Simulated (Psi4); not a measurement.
# [SF3]+ (SMILES F[S+](F)F): HF/6-311+G(d,p)

Aim: the vertical ionisation energy of [SF3]+ at HF/6-311+G**, from 2 runs. 

The results are computed with Psi4 1.11.

2 further runs of the same task are left out: 2 set aside as unsound or not needed.

## (1) The system as given

The species is [SF3]+ (4 atoms), meant as a singlet with charge +1. As SMILES, `F[S+](F)F`. The shape is that of a PBE0-D4/def2-TZVP optimisation.

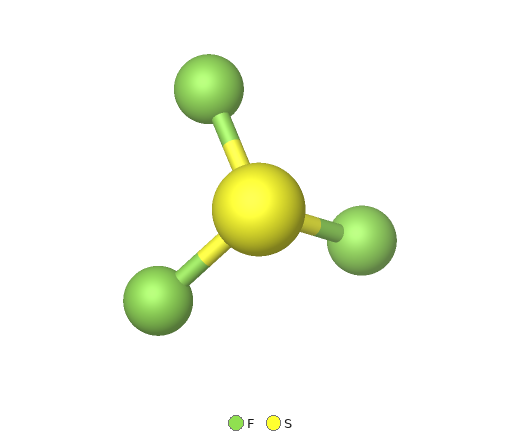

The structure, seen from a chosen angle (fluorine green, sulfur yellow).

## (2) A single-point energy at HF/6-311+G(d,p)

Contents of job.json:

```json
{
 "schema_name": "qcschema_input",
 "schema_version": 1,
 "molecule": {
  "schema_name": "qcschema_molecule",
  "schema_version": 2,
  "symbols": ["F", "S", "F", "F"],
  "geometry": [1.17733717, 0.36099438, 2.20674658, 0.81781677, -0.11066236, -0.57020596, -1.03069442, -2.26287145, -0.45088865, -0.96445952, 2.01253943, -1.18565197],
  "molecular_charge": 1,
  "molecular_multiplicity": 1,
  "fix_symmetry": "c1"
 },
 "driver": "energy",
 "model": {
  "method": "scf",
  "basis": "6-311+G**"
 },
 "keywords": {
  "puream": true,
  "e_convergence": 1e-09,
  "d_convergence": 1e-08,
  "scf_type": "pk"
 }
}
```

Launch:

```bash
$ psi4 --qcschema job.json -n 1 --memory 2200MB
```

stdout:

```text
[...]
  Running in c1 symmetry.
[...]
  Nuclear repulsion =  208.144192277426129
[...]
  Multiplicity = 1
[...]
  Nalpha       = 21
  Nbeta        = 21
[...]
    Number of basis functions: 96
[...]
   @RHF iter   1:  -695.34360045290703    7.32801e-01   6.36062e-03 ADIIS/DIIS
[...]
   @RHF iter  11:  -695.49459800494412   -2.27374e-12   4.49823e-09 DIIS
[...]
    Orbital Energies [Eh]
    ---------------------
    Doubly Occupied:
       1A    -92.600270     2A    -26.691678     3A    -26.691676
       4A    -26.691649     5A     -9.577663     6A     -7.258234
       7A     -7.258234     8A     -7.254435     9A     -2.093119
      10A     -1.999469    11A     -1.999466    12A     -1.354675
      13A     -1.158101    14A     -1.158100    15A     -1.139974
      16A     -1.059706    17A     -1.059705    18A     -1.007191
      19A     -1.007190    20A     -0.992478    21A     -0.866102
[...]
  @RHF Final Energy:  -695.49459800494412
   => Energetics <=
    Nuclear Repulsion Energy =            208.1441922774261286
    One-Electron Energy =               -1365.4393493367449537
    Two-Electron Energy =                 461.8005590543747871
    Total Energy =                       -695.4945980049440095
[...]
 Multipole Moments:
 ------------------------------------------------------------------------------------
     Multipole            Electronic (a.u.)      Nuclear  (a.u.)        Total (a.u.)
 ------------------------------------------------------------------------------------
 L = 1.  Multiply by 2.5417464519 to convert [e a0] to [Debye]
 Dipole X            :          0.1863921            0.5966121            0.7830042
 Dipole Y            :         -0.0252220           -0.0807302           -0.1059522
 Dipole Z            :         -0.1299486           -0.4159756           -0.5459241
 Magnitude           :                                                    0.9603930
[...]
```

The result, in JSON:

```text
{
 "driver": "energy",
 "model": {
  "method": "scf",
  "basis": "6-311+G**"
 },
 "success": true,
 "return_result": -695.4945980049441,
 "properties": {
  "calcinfo_nbasis": 96,
  "calcinfo_nmo": 96,
  "calcinfo_nalpha": 21,
  "calcinfo_nbeta": 21,
  "calcinfo_natom": 4,
  "nuclear_repulsion_energy": 208.14419227742613,
  "return_energy": -695.4945980049441,
  "scf_one_electron_energy": -1365.439349336745,
  "scf_two_electron_energy": 461.8005590543748,
  "scf_dipole_moment": [0.7830042495586482, -0.10595219084659813, -0.5459241183327059],
  "scf_total_energy": -695.4945980049441,
  "scf_iterations": 11
 }
}
```

Wall time 9.7 s (1 thread of Intel Xeon at 2.50GHz (Skylake/Cascade Lake), shared host); peak memory 0.35 GiB.

## (3) Doublet [SF3]2+: energy and gradient at UHF/6-311+G(d,p)

Contents of f3s.inp:

```
memory 2.2 GB

molecule molecule1 {
  2 2
  F      1.17733717     0.36099438     2.20674658
  S      0.81781677    -0.11066236    -0.57020596
  F     -1.03069442    -2.26287145    -0.45088865
  F     -0.96445952     2.01253943    -1.18565197
  units au
  symmetry c1
  no_reorient
  no_com
}

set {
  reference     uhf
  puream        true
  e_convergence 1e-09
  d_convergence 1e-08
  scf_type      pk
  maxiter       100
}

E, wfn = gradient('scf/6-311+G**', return_wfn=True)
print_variables()
```

Launch:

```bash
$ psi4 -i f3s.inp -o f3s.out -n 1
```

f3s.out:

```text
[...]
  Running in c1 symmetry.
[...]
  Nuclear repulsion =  208.144192277426129
[...]
  Multiplicity = 2
[...]
  Nalpha       = 21
  Nbeta        = 20
[...]
    Number of basis functions: 96
[...]
   @UHF iter   1:  -694.38526332787683    1.69114e+00   7.99749e-03 DIIS/ADIIS
[...]
   @UHF iter  16:  -694.67482462133660   -1.81899e-12   3.88514e-09 DIIS
[...]
   @S^2 Observed:                7.914323181E-01
[...]
    Orbital Energies [Eh]
    ---------------------
    Alpha Occupied:
       1A    -93.007001     2A    -27.044965     3A    -27.044965
       4A    -27.044936     5A     -9.975548     6A     -7.666325
       7A     -7.652873     8A     -7.652873     9A     -2.430768
      10A     -2.337741    11A     -2.337741    12A     -1.708844
      13A     -1.490545    14A     -1.490543    15A     -1.484920
      16A     -1.393260    17A     -1.393259    18A     -1.330937
      19A     -1.330937    20A     -1.317380    21A     -1.277090
    Alpha Virtual:
      22A     -0.525705    23A     -0.525704    24A     -0.355129
      25A     -0.301800    26A     -0.228590    27A     -0.227461
[...]
  @UHF Final Energy:  -694.67482462133660
   => Energetics <=
    Nuclear Repulsion Energy =            208.1441922774261286
    One-Electron Energy =               -1350.6818160512166287
    Two-Electron Energy =                 447.8627991524538743
    Total Energy =                       -694.6748246213367111
  UHF NO Occupations:
  HONO-2 :   19  A 1.9924768
  HONO-1 :   20  A 1.9924760
[...]
 Multipole Moments:
 ------------------------------------------------------------------------------------
     Multipole            Electronic (a.u.)      Nuclear  (a.u.)        Total (a.u.)
 ------------------------------------------------------------------------------------
 L = 1.  Multiply by 2.5417464519 to convert [e a0] to [Debye]
 Dipole X            :         -4.2720173            5.7247174            1.4527001
 Dipole Y            :          0.5780673           -0.7746365           -0.1965693
 Dipole Z            :          2.9785703           -3.9914417           -1.0128714
 Magnitude           :                                                    1.7818208
[...]
  -Total Gradient:
     Atom            X                  Y                   Z
    ------   -----------------  -----------------  -----------------
       1       -0.026931324215     0.007084972160     0.038803972243
       2        0.109568361782    -0.014826259123    -0.076392543241
       3       -0.041537044975    -0.010272644679     0.021225550944
       4       -0.041099992595     0.018013931642     0.016363020057
[...]
```

It took 17 s on 1 thread of Intel Xeon at 2.50GHz (Skylake/Cascade Lake), shared host; peak memory 0.35 GiB.

## (4) Outcome

At HF/6-311+G**:

| quantity | value |
| --- | --- |
| singlet [SF3]+: total energy | -695.49460 Eh |
| singlet [SF3]+: HOMO energy | -23.57 eV |
| singlet [SF3]+: LUMO energy | -5.04 eV |
| singlet [SF3]+: HOMO–LUMO gap | 18.53 eV |
| doublet [SF3]2+: total energy | -694.67482 Eh |
| doublet [SF3]2+: HOMO energy (highest over α and β) | -34.75 eV |
| doublet [SF3]2+: LUMO energy (lowest over α and β) | -21.05 eV |
| doublet [SF3]2+: ⟨S²⟩ | 0.791 |
| doublet [SF3]2+: largest force on an atom | 6.911 eV/Å |
| vertical ionisation energy (to the doublet dication) | 22.307 eV |

**Reading.** Removing an electron at fixed nuclei costs 22.31 eV (514 kcal/mol). −ε(HOMO) before ionisation, 23.57 eV, is 1.26 eV above this ionisation energy.
